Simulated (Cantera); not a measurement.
Feed: 1 mol Ta2O5, 6.8 mol CO, at 2.18 Torr.

Method: chemical equilibrium by Gibbs-energy minimisation in Cantera with the NASA 1993 tables (ideal gas, pure condensed phases). Candidate condensed phases: C, Ta, TaC, Ta2O5; 15 gas species. Mutual solubility and eutectic melting of coexisting phases are not modelled. TaC: taken at fixed stoichiometry. Condensed phases not in the tables: Ta2C. Rates play no part.

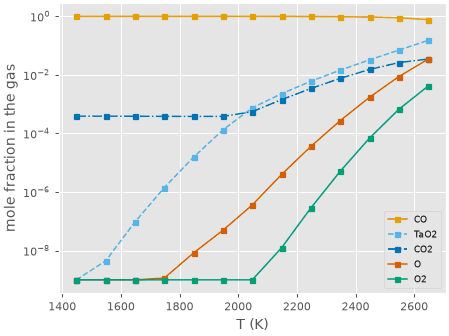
Equilibrium gas composition (values under 1e-9 drawn at 1e-9)

Q: Read off the mole fractions at 2448 K.

A: CO about 0.95, TaO2 about 0.033, CO2 about 0.015, O about 0.0017, O2 about 7.0e-5.
